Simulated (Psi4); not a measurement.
Predicting a hybrid from its neighbours: B2O2 (diboron dioxide)

The species is B2O2 (4 atoms), meant as a singlet with charge 0. SMILES: `O=BB=O`. Geometry: relaxed at PBE0-D4/def2-TZVP.

The HOMO–LUMO gap y, in eV, basis aug-cc-pVDZ; a is the functional's share of exact exchange. Programs: Psi4 1.11.

```
functional  program     a  y (eV)
    revPBE     Psi4     0    6.15
    r2SCAN     Psi4     0    6.63
     TPSSh     Psi4   0.1       ?
     B3LYP     Psi4   0.2    8.05
      PBE0     Psi4  0.25    8.55
     BHLYP     Psi4   0.5   10.91
```

Problem. Fit y = c + s·a to the known rows and predict TPSSh.

Solution. 
1. Means of the 5 rows: a = 0.1900, y = 8.058.
2. Σ(Δa)² = 0.172, Σ(Δa·Δy) = 1.5474, so the slope is 1.5474/0.172 = 8.9965.
3. Intercept: 8.058 − (8.9965) × 0.1900 = 6.349. The largest residual of the fit is 0.28.
4. TPSSh: 6.349 + (8.9965) × 0.1 = 7.25 eV.

The run gave 7.28 eV, so the prediction is off by -0.03 eV, within the largest residual. Exact exchange lowers occupied levels and raises empty ones. The rows mix families of semi-local functionals, which the line can't see.

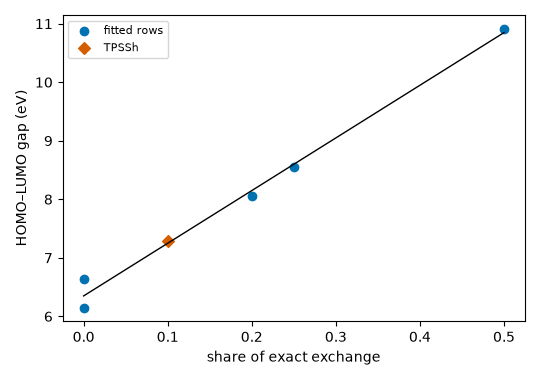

The fitted line, with the withheld row.
